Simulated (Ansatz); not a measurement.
# AlFH₃NTe: small, medium and large basis sets

How large a basis does AlFH₃NTe need? Two functionals are run in growing sets.

Method: one geometry, several basis sets; program: Ansatz 0.2.0, Gaussian basis.

Plan: PBE0-D4/def2-SVP; ωB97M-V/def2-SVP; PBE0-D4/def2-QZVPP; ωB97M-V/def2-QZVPP; the functionals' def2-TZVPP values are taken from earlier runs.

## Step 1: The relaxed structure

The geometry comes from an earlier relaxation with PBE0-D4 in a triple-zeta def2 set; it is a stationary point, not always the lowest conformer. Te takes the def2 core potential; no spin-orbit term is included.

SMILES `[NH2][Al]([F])[TeH]`, 7 atoms, charge 0, spin multiplicity 1.

Atoms are counted from 1 here; the program's logs count them from 0.

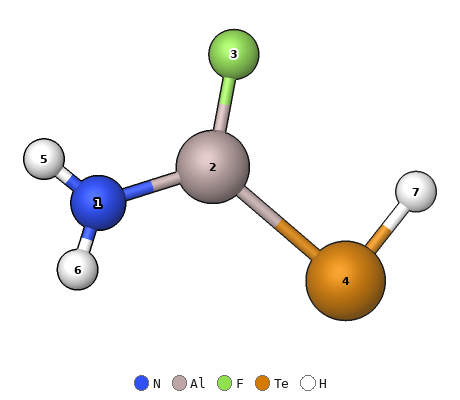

The structure; nitrogen blue, aluminium light grey, fluorine green, tellurium orange, hydrogen white; atoms are numbered from 1 in the order of the file.

## Step 2: PBE0-D4 in def2-SVP

Contents of in.yaml:

```yaml
crystal:
  periodic: [false, false, false]
  atoms:
    - {symbol: N, position_ang: [-0.734070, 0.872081, 1.039555]}
    - {symbol: Al, position_ang: [0.355096, -0.038340, 0.008942]}
    - {symbol: F, position_ang: [1.973653, 0.033174, 0.313266]}
    - {symbol: Te, position_ang: [-0.469086, -1.446704, -1.910082]}
    - {symbol: H, position_ang: [-0.434458, 1.438300, 1.816689]}
    - {symbol: H, position_ang: [-1.734790, 0.906511, 0.940514]}
    - {symbol: H, position_ang: [1.104954, -1.832923, -2.254484]}
basis:
  gaussian: {orbitals: def2-SVP}
hamiltonian: {xc: pbe0, dispersion: d4}
output: {orbitals: {seedname: orbitals}}
```

Started as:

```bash
$ ansatz run in.yaml --threads 2 --pin off --events-out ev --progress --plain --max-ram 4352MiB
```

The runs that follow: ωB97M-V in def2-SVP; PBE0-D4 in def2-QZVPP; ωB97M-V in def2-QZVPP.

Before running them: what should the planned runs give, taken together? Wanted: PBE0-D4: double and triple zeta above quadruple; ωB97M-V: double and triple zeta above quadruple.

The runs gave:

| quantity | value |
| --- | --- |
| PBE0-D4: double and triple zeta above quadruple | 8.56, 0.52 eV |
| ωB97M-V: double and triple zeta above quadruple | 8.67, 0.50 eV |

For PBE0-D4 the step from double to triple zeta gains 8.04 eV and the next only 0.52 eV. Total energies overstate the basis error of differences, where much of it tends to cancel. The LUMO of ωB97M-V is positive and keeps falling with the basis (1.23 to 0.63 eV): an unbound level that the basis holds in place.
